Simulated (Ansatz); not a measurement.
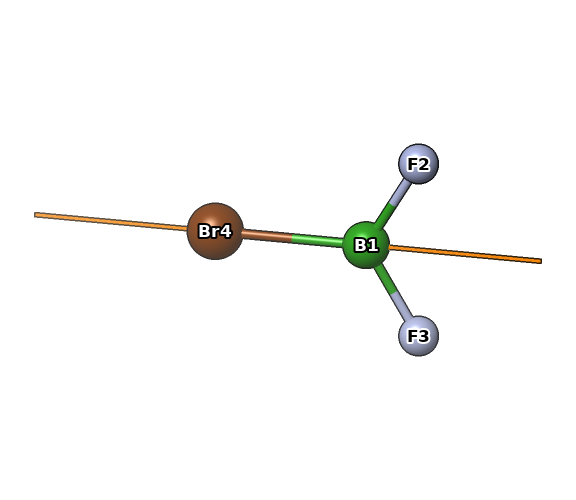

A line through the centre of mass is drawn in. Atoms fade into the background with distance from the viewer. The computed structure is the end point of a PBE0-D4/def2-TZVP optimisation.

### Is the line a proper rotation axis of the structure, and of what order?

Yes, a C2 axis. A turn by 180° leaves B1, Br4 in place and moves F2 ↔ F3. The point group is C2v.
